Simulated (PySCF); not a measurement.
**HfH4: other functionals and bases at one geometry**

Aim: see how levels, charges and forces of HfH4 depend on the level of theory. It is a constructed species; whether it can be made isn't addressed.

Computed with PySCF 2.14.0. Level: several levels, as the steps say, no spin–orbit coupling.

1 further run of the same task is left out (for a known fault of the program).

### Step 1. The system as given

5 atoms, charge 0, spin multiplicity 1.

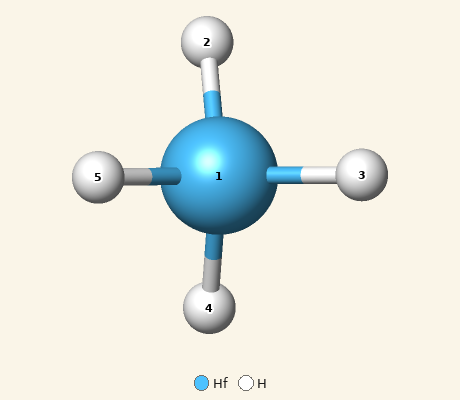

The structure; hafnium blue, hydrogen white; atoms are numbered from 1 in the order of the file.

Geometry (Å):

```xyz
5

Hf    0.0000    0.0000    0.0000
H     1.5143    0.0000    1.0693
H     0.0000    1.5143   -1.0693
H    -1.5143    0.0000    1.0693
H     0.0000   -1.5143   -1.0693
```

Formal oxidation states: Hf +4. An earlier session relaxed this geometry at PBE, Hf def2-SVP with ECP60, H def2-SVP (singlet, point group Td).

At PBE on the finer grid: E = -50.309820 Eh, HOMO -7.07 eV, LUMO -3.09 eV, Mulliken charge on Hf1 +1.00 e, largest force component 0.003 eV/Å. 

Levels to run: r2SCAN; TPSSh; revPBE; PBE0; PBE, TZVP; PBE, x2c-SVP. Hardware: 2 threads of Arm Neoverse V1, shared host.

### Step 2. r2SCAN

Input file run.py (the lines that set the calculation):

```python
mol = gto.M(atom='''
Hf     0.00000     0.00000     0.00000
H      1.51431     0.00000     1.06929
H      0.00000     1.51431    -1.06929
H     -1.51431     0.00000     1.06929
H      0.00000    -1.51431    -1.06929''',
    basis={'Hf': 'def2-SVP', 'H': 'def2-SVP'},
    ecp={'Hf': 'def2-SVP'},
    charge=0, spin=0)
mf = dft.RKS(mol, xc='R2SCAN')
mf.grids.atom_grid = (75, 302)
mf = mf.density_fit()  # fitting sets: Hf def2-universal-JKFIT, H def2-universal-JKFIT
mf.conv_tol = 1e-08; mf.max_cycle = 55
mf.kernel(dm0)  # dm0: the density of the relaxed state
```

Launch:

```
> OMP_NUM_THREADS=2 python run.py
```

### Step 3. TPSSh

run.py (the lines that set the calculation): that of step 2 with these lines changed.

```diff
@@ -9,3 +9,3 @@
     charge=0, spin=0)
-mf = dft.RKS(mol, xc='R2SCAN')
+mf = dft.RKS(mol, xc='TPSSH')
 mf.grids.atom_grid = (75, 302)
```

### Step 4. revPBE

run.py (the lines that set the calculation): that of step 3 with these lines changed.

```diff
@@ -9,3 +9,3 @@
     charge=0, spin=0)
-mf = dft.RKS(mol, xc='TPSSH')
+mf = dft.RKS(mol, xc='PBE_R,PBE')
 mf.grids.atom_grid = (75, 302)
```

### Step 5. PBE0

run.py (the lines that set the calculation): that of step 4 with these lines changed.

```diff
@@ -9,3 +9,3 @@
     charge=0, spin=0)
-mf = dft.RKS(mol, xc='PBE_R,PBE')
+mf = dft.RKS(mol, xc='PBE0')
 mf.grids.atom_grid = (75, 302)
```

### Step 6. PBE, TZVP

Basis: Hf def2-TZVP with ECP60, H def2-TZVP. 

Input file run.py (the lines that set the calculation):

```python
mol = gto.M(atom='''
Hf     0.00000     0.00000     0.00000
H      1.51431     0.00000     1.06929
H      0.00000     1.51431    -1.06929
H     -1.51431     0.00000     1.06929
H      0.00000    -1.51431    -1.06929''',
    basis={'Hf': 'def2-TZVP', 'H': 'def2-TZVP'},
    ecp={'Hf': 'def2-TZVP'},
    charge=0, spin=0)
mf = dft.RKS(mol, xc='PBE')
mf.grids.atom_grid = (75, 302)
mf = mf.density_fit()  # fitting sets: Hf def2-universal-JKFIT, H def2-universal-JKFIT
mf.conv_tol = 1e-08; mf.max_cycle = 55
mf.kernel(dm0)  # dm0: free metal ions and neutral atoms
```

### Step 7. PBE, x2c-SVP

Basis: Hf x2c-SVPall, H x2c-SVPall. All electrons are treated, with the spin-free X2C Hamiltonian.

Input file run.py (the lines that set the calculation):

```python
mol = gto.M(atom='''
Hf     0.00000     0.00000     0.00000
H      1.51431     0.00000     1.06929
H      0.00000     1.51431    -1.06929
H     -1.51431     0.00000     1.06929
H      0.00000    -1.51431    -1.06929''',
    basis={'Hf': 'x2c-SVPall', 'H': 'x2c-SVPall'},
    nucmod='G',
    charge=0, spin=0)
mf = dft.RKS(mol, xc='PBE')
mf.grids.atom_grid = (99, 590)
mf = mf.density_fit()  # fitting sets: Hf AutoAux, H AutoAux
mf = mf.sfx2c1e()
mf.conv_tol = 1e-08; mf.max_cycle = 55
mf.kernel(dm0)  # dm0: free metal ions and neutral atoms
```

Before running it: what results should come out? Wanted: for each run, HOMO; gap; charge on Hf1; dipole; largest force.

The runs gave:

| level | state | HOMO (eV) | gap (eV) | charge on Hf1 (e) | dipole (D) | largest force (eV/Å) | basis functions | time |
| --- | --- | --- | --- | --- | --- | --- | --- | --- |
| PBE (relaxed here) | singlet | -7.07 | 3.98 | 1.00 | 0.00 | 0.00 | 52 | 2.2 s |
| r2SCAN | singlet | -7.41 | 4.59 | 1.19 | 0.00 | 0.06 | 52 | 1.6 s |
| TPSSh | singlet | -7.85 | 5.35 | 1.26 | 0.00 | 0.06 | 52 | 1.7 s |
| revPBE | singlet | -7.06 | 4.10 | 1.04 | 0.00 | 0.02 | 52 | 1.1 s |
| PBE0 | singlet | -8.39 | 6.31 | 1.17 | 0.00 | 0.09 | 52 | 1 s |
| PBE, TZVP | singlet | -7.12 | 4.03 | 0.69 | 0.00 | 0.00 | 64 | 2.2 s |
| PBE, x2c-SVP | singlet | -7.36 | 3.87 | 0.70 | 0.00 | 0.43 | 86 | 12 s |

Times are on 2 threads of Arm Neoverse V1, shared host; the first row also made further properties.

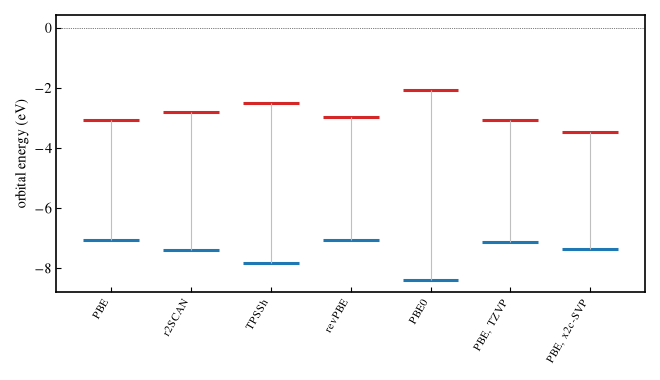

Highest filled and lowest empty level, method by method.

In one basis the HOMO–LUMO gap runs from 3.98 eV (PBE) to 6.31 eV (PBE0). The largest leftover force, 0.43 eV/Å with PBE, x2c-SVP, stands at a geometry relaxed at another level. The Mulliken charge on Hf spans +0.69 to +1.26 e over the levels. Total energies of different levels can't be compared. Spin–orbit coupling is left out throughout.
